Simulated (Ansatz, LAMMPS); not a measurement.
# Glassy 73GeO2-27Al2O3 (mol %) (117 atoms): where an added charge goes, part 3 of 4

Does an extra electron or hole in glassy 73GeO2-27Al2O3 (mol %) (117 atoms) stay spread out, or do the atoms trap it?

Ansatz 0.2.0; Kohn-Sham DFT, PBE, PAW (set soft_1), plane waves.

The cell: 24 Ge, 18 Al and 75 O. The quench rate of 10 K/ps is orders of magnitude faster than experiment. The network of bonds at the start is that of the classical potential that made the cell. The Brillouin zone is sampled at Γ only, in a cell whose shortest periodic width is 12 Å.

So far. Step 6 (An extra electron, atoms relaxed): The relaxation converged after 3 steps, 0.0317 eV below its start, with a largest force component of 0.028 eV/Å. Step 6 (An extra electron, atoms relaxed): An extra electron, atoms relaxed: the energy stands 6.02 eV above that of the reference, with a moment of 0.31 μB. An odd electron should give 1 μB; this run ended with the carrier shared between both spins.

## (7) An extra electron, levels at the relaxed geometry

A single point at the new geometry gives levels and spin density.

Input file input.yaml:

```yaml
crystal:
  lattice:
    - [11.75225, 0.0, 0.0]
    - [0.0, 11.75225, 0.0]
    - [0.0, 0.0, 11.75225]
  atoms:
    - { symbol: Ge, position: [0.37197, 0.36886, 0.51227] }
    - { symbol: Ge, position: [0.04273, 0.27255, 0.34622] }
    - { symbol: Ge, position: [0.31995, 0.92192, 0.74941] }
    - { symbol: Ge, position: [0.32662, 0.20218, 0.7384] }
    - { symbol: Ge, position: [0.56218, 0.65976, 0.71182] }
    - { symbol: Ge, position: [0.26815, 0.81231, 0.51244] }
    [... 105 atom lines left out ...]
    - { symbol: O, position: [0.74426, 0.40473, 0.48373] }
    - { symbol: O, position: [0.45365, 0.63702, 0.21364] }
    - { symbol: O, position: [0.59221, 0.79866, 0.66442] }
    - { symbol: O, position: [0.36421, 0.59991, 0.98388] }
    - { symbol: O, position: [0.35599, 0.43396, 0.16792] }
    - { symbol: O, position: [0.0677, 0.4649, 0.65421] }
total_charge: -1
kpoints:
  mp_grid: { grid: [1, 1, 1] }
hamiltonian:
  xc: pbe
  pseudopotentials: { kind: paw, azcp: { folder: soft_1 } }
scf:
  occupations: { method: fermi_dirac, width: 0.01 }
  lower_state_search: "off"
output:
  forces: true
  stress: true
  populations: true
  dos:
    method: { smearing: { sigma: 0.15 } }
    de: 0.1
    projected: { site_lists: { Al: [Al], Ge: [Ge], O: [O] } }
  eigenvalues: true
  write_density: true
  write_potential: true
  volumetric_format: npy
magnetization:
  spin_polarized: true
  initial_magnetization: 1
```

The run is started by

```console
$ ansatz run input.yaml --threads 4 --pin off --max-ram 8192MiB --backend cpu --events-out ev --progress --plain --runs-dir out
```

Numbers of over 12 decimals in the logs are rounded to 6 here.

The log of the run:

```text
[...]
Crystal: 117 atoms, lattice volume = 1623.166 Å³
Basis set: ecut = 420 eV, 31559 PW (Γ), exchange–correlation on 160×160×160 points (8 copies of the dense FFT grid, shifted against one another)
Bands: 538, of which v1, the nominal top of the filled ones, is band 421 counted from 1 (420 counted from 0)
Symmetry: 1 space group operations
[...]
k-points: 1
[...]
Starting moments: Σ|m| = 1 μB on 117 of 117 sites
[...]
SCF iter   1: F=—  HF=-155394.450402 eV  |F-HF|=—  |Δ(HF+E_count)|=         —  Δρ=5.22e-2 (↑5.10e-2 ↓5.22e-2)  dr2=1.39e2  dr2_m=1.51e-2  M=1.000 μB ∫|m|=1.056 μB  β_m=1.00  ethr=3.10e-3  ⟨swp⟩=6.0  Hψ=4408  notcnv=0
[...]
SCF iter   2: F=—  HF=-155365.941139 eV  |F-HF|=—  |Δ(HF+E_count)|=         —  Δρ=2.93e-2 (↑2.93e-2 ↓2.93e-2)  dr2=4.16e1  dr2_m=1.09e-3  M=0.696 μB ∫|m|=0.783 μB  β_m=0.30  ethr=3.10e-3  ⟨swp⟩=2.0  Hψ=1755  notcnv=0  defer=220
[...]
SCF iter   8: F=—  HF=-155354.376051 eV  |F-HF|=—  |Δ(HF+E_count)|=   3.05e-3  Δρ=1.98e-4 (↑1.98e-4 ↓1.84e-4)  dr2=1.49e-3  dr2_m=1.44e-4  M=0.558 μB ∫|m|=0.629 μB  β_m=0.30  ethr=6.83e-7  ⟨swp⟩=2.0  Hψ=1712  notcnv=0  defer=220
[...]
SCF iter  10: F=—  HF=-155354.379382 eV  |F-HF|=—  |Δ(HF+E_count)|=   2.12e-3  Δρ=4.60e-5 (↑4.60e-5 ↓4.28e-5)  dr2=8.76e-5  dr2_m=1.10e-5  M=0.503 μB ∫|m|=0.567 μB  β_m=0.68  ethr=1.07e-7  ⟨swp⟩=2.5  Hψ=1713  notcnv=0  defer=220
[...]
SCF iter  18: F=-155354.378613 eV  HF=-155354.378613 eV  |F-HF|=1.01e-8  |Δ(HF+E_count)|=   2.60e-7  Δρ=9.58e-7 (↑9.58e-7 ↓9.05e-7)  dr2=1.73e-8  dr2_m=9.20e-9  M=0.327 μB ∫|m|=0.366 μB  β_m=0.83  ethr=1.19e-11  ⟨swp⟩=19.0  Hψ=9037  notcnv=0
SCF iter  19: F=-155354.378613 eV  HF=-155354.378613 eV  |F-HF|=1.80e-9  |Δ(HF+E_count)|=   9.24e-8  Δρ=4.39e-7 (↑4.39e-7 ↓4.21e-7)  dr2=7.95e-9  dr2_m=7.36e-10  M=0.319 μB ∫|m|=0.357 μB  ethr=2.05e-12  ⟨swp⟩=6.0  Hψ=6324  notcnv=0
SCF 1 converged in 19 iterations: F = -155354.378613 eV  dr2 = 7.95e-9
[...]
SCF converged after 19 iterations
Magnetization: 0.3189 μB (420.6595 up, 420.3405 down)
Absolute magnetization: 0.3394 μB (∫|ρ↑−ρ↓|, with the PAW one-centre terms)
[...]
Per-site moments (μB) at R_I (Å): [(0.00089003, 0.714468), (0.000714237, 0.714517), (0.000383366, 0.710205), (0.00123257, 0.720571), (0.00118114, 0.723414), [...]
Free energy (F): -155354.378613 eV
[...]
Internal energy: -155354.365785 eV  (E = F + TS)
E sigma→0 (E₀):  -155354.372199 eV
Entropy (-TS):   -0.012828 eV (-0.110 meV/atom)
Fermi energy:    6.019799 eV
[...]
Σ components = -155354.378613   (vs F -155354.378613, Δ=0.00e0)
--- Forces (eV/Å), atoms counted from 1 ---
  atom   1  Ge     0.00952085     0.00167589     0.00251869
  atom   2  Ge     0.00735677     0.01089963    -0.00512214
  atom   3  Ge     0.00307515    -0.00213381     0.01178894
  atom   4  Ge    -0.00450835    -0.00890829    -0.00351194
[...]
atom 117  O     -0.00806671     0.00542346    -0.00520349
  max |Σ_I F_I| component: 5.15e-5 eV/Å
--- Stress (GPa, compression-positive) ---
        2.009298       1.974561       0.588965
        1.974557       0.283853       0.136995
        0.588965       0.136992       0.266365
  P = ⅓ Tr σ = 0.8532 GPa (8.532 kbar)
--- Band table (eV) ---
[...]
--- Löwdin populations: 117 sites ---
  site symbol       q [e]    m [muB]
     0     Ge     12.5000     0.0043
     1     Ge     12.5012     0.0033
     2     Ge     12.5194     0.0023
[...]
116      O      6.7494     0.0005
  spilling = 0.006770 (of n_electrons = 841.000000)
```

Run time: 2.5 min. Hardware: 4 threads of Arm Neoverse V1, shared host; peak memory 4.2 GiB; 10 min of CPU time.

An extra electron, levels at the relaxed geometry: the energy stands 6.02 eV above that of the reference, with a moment of 0.32 μB. An odd electron should give 1 μB; this run ended with the carrier shared between both spins.

The levels nearest the highest filled one (over half full), pooled over k-points and spins:

| level less the highest filled one (eV) | occupation |
| --- | --- |
| -2.34 | 1 |
| -2.29 | 1 |
| -2.28 | 1 |
| 0 | 0.659 |
| 0.0132 | 0.341 |
| 0.986 | 0 |
| 1.01 | 0 |
| 1.21 | 0 |

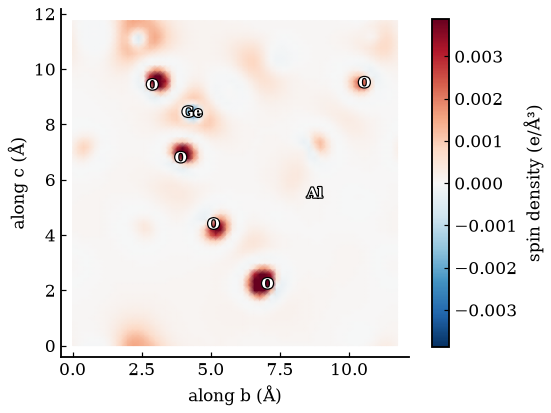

Spin density in the bc plane at fractional x = 0.356, with atoms of Ge and Al and O within 0.2 Å of it. The map starts off the cell's origin, so that atoms lie inside it.

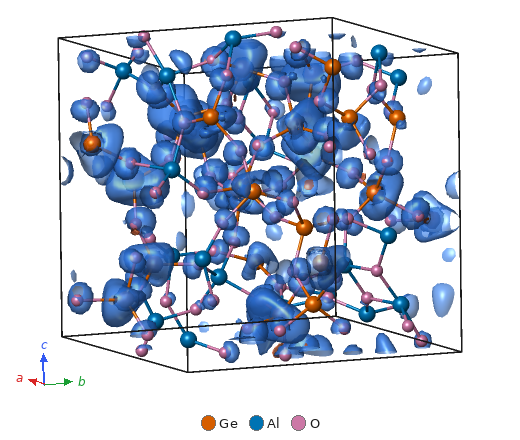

Surfaces of spin density = ±6.7e-4 e/Å³, which hold about 50 % of the integral of its size. The two colours are the two signs. Bonds to atoms that aren't drawn are left out.

## (8) Neutral at the geometry of the electron

The neutral cell at the new geometry gives the energy of that geometry without the charge.

input.yaml, the sections that differ from step 7:

```yaml
crystal:
  lattice:
    - [11.75225, 0.0, 0.0]
    - [0.0, 11.75225, 0.0]
    - [0.0, 0.0, 11.75225]
  atoms:
    [... the 117 atom lines of step 7 ...]
scf:
  occupations: { method: fixed }
output:
  forces: true
  stress: true
  populations: true
  dos:
    method: { smearing: { sigma: 0.15 } }
    de: 0.1
    projected: { site_lists: { Al: [Al], Ge: [Ge], O: [O] } }
  eigenvalues: true
# kpoints, hamiltonian: as in step 7
# total_charge: removed
# magnetization: removed
```

The log of the run:

```text
[...]
Crystal: 117 atoms, lattice volume = 1623.166 Å³
Basis set: ecut = 420 eV, 31559 PW (Γ), exchange–correlation on 160×160×160 points (8 copies of the dense FFT grid, shifted against one another)
Bands: 537, of which v1, the nominal top of the filled ones, is band 420 counted from 1 (419 counted from 0)
Symmetry: 1 space group operations
[...]
k-points: 1
[...]
SCF iter   1: F=—  HF=-155403.622402 eV  |F-HF|=—  |Δ(HF+E_count)|=         —  Δρ=1.06e-1  dr2=1.46e2  ethr=3.10e-3  ⟨swp⟩=5.0  Hψ=1813  notcnv=0  defer=114
[...]
SCF iter  12: F=—  HF=-155360.364112 eV  |F-HF|=—  |Δ(HF+E_count)|=   6.83e-8  Δρ=2.67e-6  dr2=1.25e-7  ethr=2.45e-10  ⟨swp⟩=2.0  Hψ=785  notcnv=0  defer=113
SCF iter  13: F=-155360.364112 eV  HF=-155360.364112 eV  |F-HF|=1.83e-9  |Δ(HF+E_count)|=   1.62e-7  Δρ=1.44e-6  dr2=2.97e-8  ethr=1.19e-11  ⟨swp⟩=15.0  Hψ=3092  notcnv=0
SCF 1 converged in 13 iterations: F = -155360.364112 eV  dr2 = 2.97e-8
[...]
SCF converged after 13 iterations
Free energy (F): -155360.364112 eV
[...]
Internal energy: -155360.364112 eV  (E = F + TS)
E sigma→0 (E₀):  -155360.364112 eV
Fermi energy:    3.796777 eV
[...]
Σ components = -155360.364112   (vs F -155360.364112, Δ=0.00e0)
--- Forces (eV/Å), atoms counted from 1 ---
  atom   1  Ge     0.05970262    -0.00622936    -0.08300092
  atom   2  Ge     0.03762112    -0.00722225    -0.01683527
  atom   3  Ge     0.02600615    -0.05527021     0.07311097
  atom   4  Ge    -0.09915708    -0.07843944    -0.04464297
[...]
atom 117  O      0.00283387     0.00348148     0.02006911
  max |Σ_I F_I| component: 4.98e-5 eV/Å
--- Stress (GPa, compression-positive) ---
        1.544392       2.051014       0.616108
        2.051010      -0.267563       0.124731
        0.616108       0.124727      -0.296487
  P = ⅓ Tr σ = 0.3268 GPa (3.268 kbar)
--- Band table (eV) ---
[...]
--- Löwdin populations: 117 sites ---
  site symbol       q [e]
     0     Ge     12.4847
     1     Ge     12.4891
     2     Ge     12.5096
[...]
116      O      6.7473
  spilling = 0.006747 (of n_electrons = 840.000000)
```

Wall time 55 s (4 threads); peak memory 2.5 GiB; 3.5 min of CPU time.

Neutral at the geometry of the electron: the energy stands 0.0308 eV above that of the reference.

## (9) An extra hole, atoms held

The electron count changes by one with the atoms held: a vertical process, on a uniform background, with spin and a narrow Fermi–Dirac smearing. Its energy against the neutral cell hangs on the program's zero of potential.

Edit input.yaml of step 8 so:

```diff
@@ -6,3 +6,4 @@
   atoms:
-    [... the 117 atom lines of step 7 ...]
+    [... the 117 atom lines of step 4 ...]
+total_charge: 1
 kpoints:
@@ -13,3 +14,4 @@
 scf:
-  occupations: { method: fixed }
+  occupations: { method: fermi_dirac, width: 0.01 }
+  lower_state_search: "off"
 output:
@@ -23 +25,7 @@
   eigenvalues: true
+  write_density: true
+  write_potential: true
+  volumetric_format: npy
+magnetization:
+  spin_polarized: true
+  initial_magnetization: 1
```

The log of the run:

```text
[...]
Crystal: 117 atoms, lattice volume = 1623.166 Å³
Basis set: ecut = 420 eV, 31559 PW (Γ), exchange–correlation on 160×160×160 points (8 copies of the dense FFT grid, shifted against one another)
Bands: 537, of which v1, the nominal top of the filled ones, is band 420 counted from 1 (419 counted from 0)
Symmetry: 1 space group operations
[...]
k-points: 1
[...]
Starting moments: Σ|m| = 1 μB on 117 of 117 sites
[...]
SCF iter   1: F=—  HF=-155409.900945 eV  |F-HF|=—  |Δ(HF+E_count)|=         —  Δρ=5.44e-2 (↑5.43e-2 ↓5.44e-2)  dr2=1.52e2  dr2_m=2.13e-1  M=1.000 μB ∫|m|=1.059 μB  β_m=1.00  ethr=3.10e-3  ⟨swp⟩=6.0  Hψ=4026  notcnv=0  defer=122
[...]
SCF iter   2: F=—  HF=-155377.054970 eV  |F-HF|=—  |Δ(HF+E_count)|=         —  Δρ=3.18e-2 (↑3.03e-2 ↓3.18e-2)  dr2=4.76e1  dr2_m=1.83e-1  M=0.224 μB ∫|m|=0.420 μB  β_m=0.30  ethr=3.10e-3  ⟨swp⟩=2.5  Hψ=1782  notcnv=0  defer=218
[...]
spin=Collinear: Kerker preconditioning applied to the charge; magnetization (m = ρ↑ − ρ↓) channel mixes plain (no charge-response kernel on spin).
SCF iter   3: F=—  HF=-155370.725470 eV  |F-HF|=—  |Δ(HF+E_count)|=    6.33e0  Δρ=2.54e-2 (↑2.20e-2 ↓2.54e-2)  dr2=2.84e1  dr2_m=5.44e-1  M=0.867 μB ∫|m|=1.000 μB  β_m=0.30  ethr=3.10e-3  ⟨swp⟩=2.0  Hψ=875  notcnv=0  defer=218
SCF iter   4: F=—  HF=-155367.323732 eV  |F-HF|=—  |Δ(HF+E_count)|=    3.40e0  Δρ=1.73e-2 (↑1.57e-2 ↓1.73e-2)  dr2=1.53e1  dr2_m=1.29e-1  M=0.962 μB ∫|m|=1.127 μB  β_m=0.30  ethr=3.10e-3  ⟨swp⟩=2.0  Hψ=1289  notcnv=0  defer=218
[...]
SCF iter  14: F=—  HF=-155363.909974 eV  |F-HF|=—  |Δ(HF+E_count)|=   5.19e-2  Δρ=2.78e-3 (↑1.96e-3 ↓2.78e-3)  dr2=2.68e-1  dr2_m=6.13e-2  M=0.968 μB ∫|m|=1.072 μB  β_m=0.30  ethr=1.46e-4  ⟨swp⟩=1.0  Hψ=1042  notcnv=0  defer=226
[...]
SCF iter  18: F=—  HF=-155363.933890 eV  |F-HF|=—  |Δ(HF+E_count)|=   7.25e-2  Δρ=2.99e-3 (↑1.25e-3 ↓2.99e-3)  dr2=2.42e-1  dr2_m=5.45e-2  M=0.982 μB ∫|m|=1.093 μB  β_m=0.09  ethr=3.20e-5  ⟨swp⟩=2.5  Hψ=1314  notcnv=0  defer=226
[...]
SCF iter  42: F=-155363.928374 eV  HF=-155363.928374 eV  |F-HF|=1.78e-8  |Δ(HF+E_count)|=   1.46e-9  Δρ=9.11e-7 (↑1.54e-7 ↓9.11e-7)  dr2=2.23e-8  dr2_m=2.98e-9  M=0.998 μB ∫|m|=1.099 μB  β_m=0.29  ethr=1.04e-12  ⟨swp⟩=5.5  Hψ=4723  notcnv=0  recentre
SCF iter  43: F=-155363.928374 eV  HF=-155363.928374 eV  |F-HF|=2.44e-9  |Δ(HF+E_count)|=  3.20e-10  Δρ=4.01e-7 (↑8.70e-8 ↓4.01e-7)  dr2=3.73e-9  dr2_m=6.31e-10  M=0.998 μB ∫|m|=1.099 μB  ethr=1.04e-12  ⟨swp⟩=6.0  Hψ=4438  notcnv=0
SCF 1 converged in 43 iterations: F = -155363.928374 eV  dr2 = 3.73e-9
[...]
SCF converged after 43 iterations
Magnetization: 0.9980 μB (419.9990 up, 419.0010 down)
Absolute magnetization: 1.0995 μB (∫|ρ↑−ρ↓|, with the PAW one-centre terms)
[...]
Per-site moments (μB) at R_I (Å): [(-5.7506319235916464e-5, 0.713176), (-4.256737325178629e-5, 0.714151), (-0.000164032, 0.709417), (-2.2219177720352915e-5, 0.718350), (-0.000106431, [...]
Free energy (F): -155363.928374 eV
[...]
Internal energy: -155363.913352 eV  (E = F + TS)
E sigma→0 (E₀):  -155363.920863 eV
Entropy (-TS):   -0.015022 eV (-0.128 meV/atom)
Fermi energy:    3.400983 eV
[...]
Σ components = -155363.928374   (vs F -155363.928374, Δ=0.00e0)
--- Forces (eV/Å), atoms counted from 1 ---
  atom   1  Ge     0.00961570     0.03560476     0.08100159
  atom   2  Ge     0.01613614    -0.05468334    -0.10537692
  atom   3  Ge    -0.32684174     0.26162795    -0.27163253
  atom   4  Ge     0.04209621     0.14533637     0.02388615
[...]
atom 117  O      0.01003866     0.03665729    -0.02986222
  max |Σ_I F_I| component: 2.57e-5 eV/Å
--- Stress (GPa, compression-positive) ---
        2.165830       1.970736       0.693016
        1.970732       0.352777       0.202558
        0.693016       0.202554       0.277187
  P = ⅓ Tr σ = 0.9319 GPa (9.319 kbar)
--- Band table (eV) ---
[...]
--- Löwdin populations: 117 sites ---
  site symbol       q [e]    m [muB]
     0     Ge     12.4766    -0.0006
     1     Ge     12.4790    -0.0009
     2     Ge     12.4954    -0.0040
[...]
116      O      6.7351     0.0208
  spilling = 0.006714 (of n_electrons = 839.000000)
```

Wall time 4 min (4 threads); peak memory 4.2 GiB.

An extra hole, atoms held: the energy stands 3.53 eV below that of the reference, with a moment of 1.00 μB.

The levels nearest the highest filled one (over half full), pooled over k-points and spins:

```
level less the highest filled one (eV)  occupation
                               -0.0495       0.998
                               -0.0254        0.98
                               -0.0117       0.927
                                     0       0.797
                                0.0222       0.299
                                  2.70           0
                                  2.70           0
                                  3.73           0
```

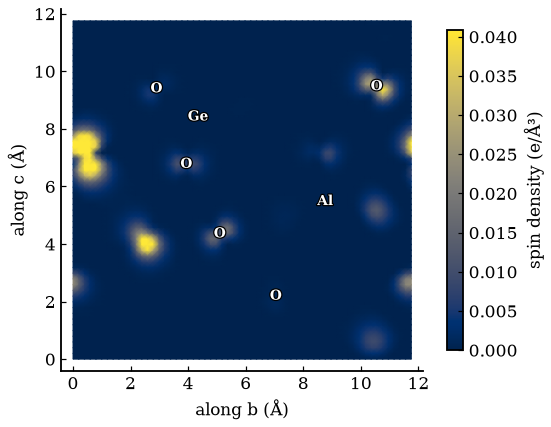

Spin density in the bc plane at fractional x = 0.356, with atoms of Ge and Al and O within 0.2 Å of it. The map starts off the cell's origin, so that atoms lie inside it.

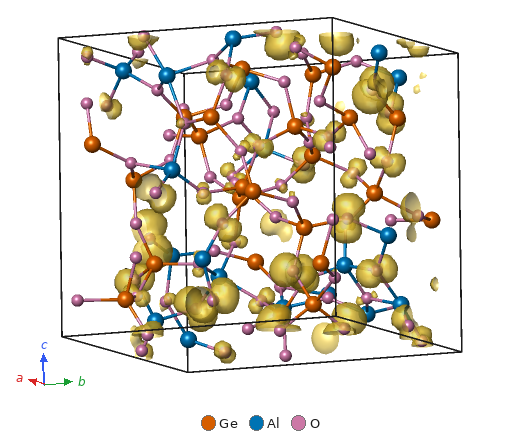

Surface of spin density = 0.0057 e/Å³, which holds about 70 % of the integral of its size. Bonds to atoms that aren't drawn are left out.

## (10) An extra hole, atoms relaxed

The atoms now respond to the charge; the energy gained comes from screening by the atoms, from trapping if the charge localises, and from any strain left in the reference.

input.yaml, the sections that differ from step 9:

```yaml
output:
  forces: true
relax:
  f_tol: 0.05
  max_steps: 90
# crystal, total_charge, kpoints, hamiltonian, scf, magnetization: as in step 9
```

The log of the run:

```text
[...]
Crystal: 117 atoms, lattice volume = 1623.166 Å³
Basis set: ecut = 420 eV, 31559 PW (Γ), exchange–correlation on 160×160×160 points (8 copies of the dense FFT grid, shifted against one another)
Bands: 537, of which v1, the nominal top of the filled ones, is band 420 counted from 1 (419 counted from 0)
Symmetry: 1 space group operations
[...]
k-points: 1
[...]
Starting moments: Σ|m| = 1 μB on 117 of 117 sites
[...]
SCF iter   1: F=—  HF=-155409.900944 eV  |F-HF|=—  |Δ(HF+E_count)|=         —  Δρ=5.44e-2 (↑5.43e-2 ↓5.44e-2)  dr2=1.52e2  dr2_m=2.13e-1  M=1.000 μB ∫|m|=1.059 μB  β_m=1.00  ethr=3.10e-3  ⟨swp⟩=6.0  Hψ=4026  notcnv=0  defer=122
[...]
SCF iter   4: F=—  HF=-155367.323737 eV  |F-HF|=—  |Δ(HF+E_count)|=    3.40e0  Δρ=1.73e-2 (↑1.57e-2 ↓1.73e-2)  dr2=1.53e1  dr2_m=1.29e-1  M=0.962 μB ∫|m|=1.127 μB  β_m=0.30  ethr=3.10e-3  ⟨swp⟩=2.0  Hψ=1289  notcnv=0  defer=218
[...]
SCF iter  14: F=—  HF=-155363.909975 eV  |F-HF|=—  |Δ(HF+E_count)|=   5.19e-2  Δρ=2.78e-3 (↑1.96e-3 ↓2.78e-3)  dr2=2.68e-1  dr2_m=6.13e-2  M=0.968 μB ∫|m|=1.072 μB  β_m=0.30  ethr=1.46e-4  ⟨swp⟩=1.0  Hψ=1042  notcnv=0  defer=226
[...]
SCF iter  18: F=—  HF=-155363.933921 eV  |F-HF|=—  |Δ(HF+E_count)|=   7.25e-2  Δρ=2.99e-3 (↑1.25e-3 ↓2.99e-3)  dr2=2.42e-1  dr2_m=5.45e-2  M=0.982 μB ∫|m|=1.093 μB  β_m=0.09  ethr=3.20e-5  ⟨swp⟩=2.5  Hψ=1314  notcnv=0  defer=226
[...]
SCF iter  36: F=-155363.928341 eV  HF=-155363.928375 eV  |F-HF|=3.37e-5  |Δ(HF+E_count)|=   1.20e-6  Δρ=3.37e-5 (↑3.05e-6 ↓3.37e-5)  dr2=3.78e-5  dr2_m=3.78e-6  M=0.998 μB ∫|m|=1.099 μB  β_m=0.34  ethr=3.85e-10  ⟨swp⟩=1.0  Hψ=2393  notcnv=0  recentre
SCF iter  37: F=-155363.928372 eV  HF=-155363.928374 eV  |F-HF|=1.88e-6  |Δ(HF+E_count)|=   1.02e-6  Δρ=9.58e-6 (↑9.33e-7 ↓9.58e-6)  dr2=2.26e-6  dr2_m=3.68e-7  M=0.998 μB ∫|m|=1.099 μB  ethr=3.85e-10  ⟨swp⟩=1.0  Hψ=2388  notcnv=0
SCF 1 converged in 37 iterations: F = -155363.928372 eV  dr2 = 2.26e-6
[...]
relax step   1: F+E_penalty+E_count = -155363.92837200 eV  Δ(F+E_penalty+E_count) = +0.000e0 eV  max|allowed force component| = 7.186e-1 eV/Å  Δτ_max = 0.0000 Å  (37 SCF iters, dr2 threshold 6.25e-5 eV, accepted)
[...]
relax step   2: F+E_penalty+E_count = -155363.98583505 eV  Δ(F+E_penalty+E_count) = -5.746e-2 eV  max|allowed force component| = 4.780e-1 eV/Å  Δτ_max = 0.0202 Å  (18 SCF iters, dr2 threshold 3.23e-5 eV, accepted)
[...]
relax step   3: F+E_penalty+E_count = -155364.02944368 eV  Δ(F+E_penalty+E_count) = -4.361e-2 eV  max|allowed force component| = 1.169e-1 eV/Å  Δτ_max = 0.0353 Å  (19 SCF iters, dr2 threshold 1.43e-5 eV, accepted)
[...]
relax step   4: F+E_penalty+E_count = -155364.03460686 eV  Δ(F+E_penalty+E_count) = -5.163e-3 eV  max|allowed force component| = 3.807e-2 eV/Å  Δτ_max = 0.0119 Å  (20 SCF iters, accepted)
SCF converged after 20 iterations
Magnetization: 0.9998 μB (419.9999 up, 419.0001 down)
Absolute magnetization: 1.1071 μB (∫|ρ↑−ρ↓|, with the PAW one-centre terms)
[...]
Per-site moments (μB) at R_I (Å): [(-1.6377419226343618e-5, 0.713593), (-1.1157676429805947e-5, 0.713589), (-0.000172356, 0.713413), (-1.4556694370242351e-5, 0.719748), (-5.661034129694992e-5, [...]
Free energy (F): -155364.034607 eV
[...]
Internal energy: -155364.023500 eV  (E = F + TS)
E sigma→0 (E₀):  -155364.029054 eV
Entropy (-TS):   -0.011107 eV (-0.095 meV/atom)
Fermi energy:    3.547503 eV
[...]
Σ components = -155364.034607   (vs F -155364.034607, Δ=0.00e0)
--- Forces (eV/Å), atoms counted from 1 ---
  atom   1  Ge    -0.00721309    -0.00453260    -0.01443058
  atom   2  Ge     0.00130116    -0.00872900     0.01363370
  atom   3  Ge     0.03737610    -0.02079307     0.03166627
  atom   4  Ge    -0.00687644    -0.01814385    -0.00437962
[...]
atom 117  O      0.00159728    -0.00542394     0.00910194
  max |Σ_I F_I| component: 1.10e-5 eV/Å
--- Relaxed structure (4 steps of the walk, 4 accepted, 0 SCFs on fresh bases) ---
  F+E_penalty+E_count = -155364.03460686 eV   max|allowed force component| = 3.807e-2 eV/Å
  atoms:
    - { symbol: Ge, position: [0.371734, 0.370145, 0.512850] }
    - { symbol: Ge, position: [0.042386, 0.273007, 0.345593] }
    - { symbol: Ge, position: [0.319969, 0.924116, 0.747147] }
    - { symbol: Ge, position: [0.326808, 0.203349, 0.737518] }
[...]
- { symbol: O, position: [0.067634, 0.464956, 0.654735] }
```

It took 7.8 min on 4 threads; peak memory 4.2 GiB; 31 min of CPU time.

The relaxation converged after 4 steps, 0.106 eV below its start, with a largest force component of 0.038 eV/Å.

An extra hole, atoms relaxed: the energy stands 3.64 eV below that of the reference, with a moment of 1.00 μB.

[end of part 3 of 4]

[Logs are printed without paths, hosts, clocks, repeated set-up lines and the standing remarks that a program may print on its own settings, such as how far it seeks lower states.]

[Hosts, paths, dates, database ids (printed as entryN), source tags and the programs' standing remarks are cut or masked in the printed files.]
